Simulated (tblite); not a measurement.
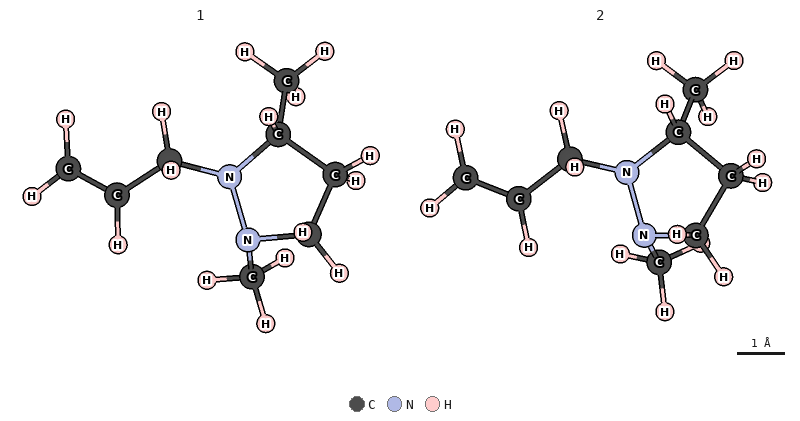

Two geometries of C₈H₁₆N₂, drawn at one scale. One is the start of a relaxation, the other its converged end. A ball-and-stick model, seen at a tilt.

Theory: GFN2-xTB geometry optimisation, gas phase in tblite. 

**Which geometry has the lower energy?**

Structure 2 is the relaxed one. The energy falls by 4.87 kcal/mol in 148 geometry steps. An H atom moves most after the best rigid fit: 0.80 Å. Largest moves by element: H 0.80 Å, C 0.46 Å, N 0.27 Å. Some distances before and after: N–N 1.480 → 1.429 Å, C–C 1.356 → 1.319 Å, C–C 1.505 → 1.532 Å, C–N 1.482 → 1.455 Å. Bond angles that change, for instance: C–N–C 110.3° → 113.4°, C–C–H 118.2° → 121.2°, N–C–H 110.8° → 107.8°. Groups turn about C–N by about 20°. Cost: 1.1 s on 1 thread of Intel(R) Xeon(R) 6975P-C (shared host).
